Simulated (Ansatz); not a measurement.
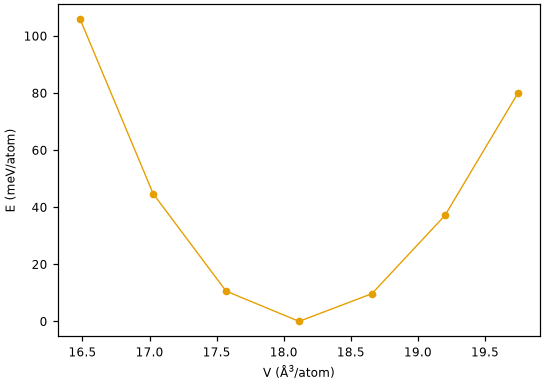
Fig. 1. Ta (hcp (Mg type), space group No. 194) under volume change, the program Ansatz at the PBEsol level (PAW), shape and atoms relaxed at each volume.

### Question
What does a third-order Birch–Murnaghan fit give for V₀, B₀ and B′?

### Answer
V₀ = 18.11 Å³/atom, B₀ = 200 GPa, B′ = 3.7.

Space group P6_3/mmc (hcp (Mg type)). The start of the workflow was typed in or built on a structure type; the Crystallography Open Database copy checked does not list it. It is not the phase usual at ambient conditions (space group No. 229). The cell was relaxed with PBEsol under the symmetry of its start. At this level the phase is dynamically unstable (imaginary phonons). The run is not spin-polarised. Scalar-relativistic: spin–orbit coupling is off unless named, which matters more the heavier the elements.

Potentials: the later of the program's two PAW sets.
